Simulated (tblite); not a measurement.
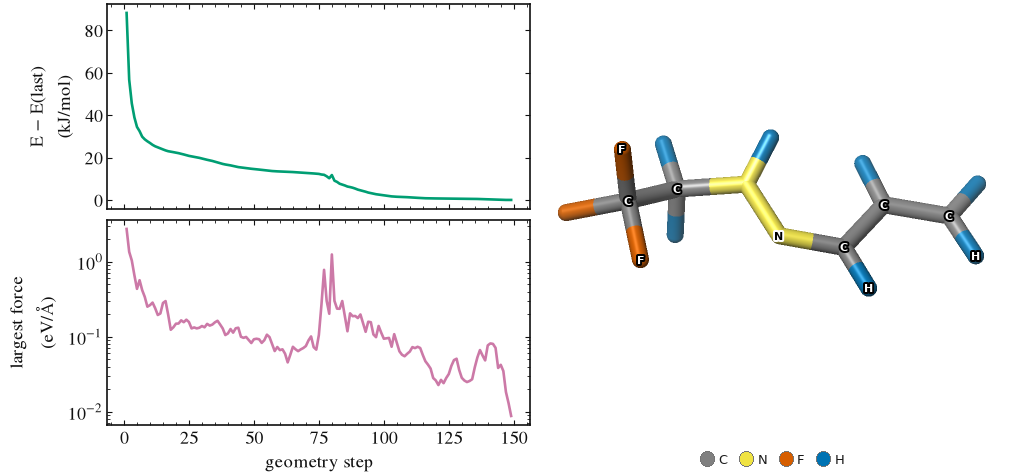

Beside the plot: the molecule at the start.

History of a geometry optimisation.

The run: C5H7F3N2 (SMILES C=C/C=N\NCC(F)(F)F), by GFN2-xTB geometry optimisation, gas phase (tblite).

> How did it end, and what did it gain?

The optimisation met its thresholds at geometry 149, counting the start as the first. The energy fell by about 88 kJ/mol from the first step to the last, with a rise at step 80. The largest force goes from about 2.7 eV/Å at the start to 9 × 10⁻³ eV/Å at the end.
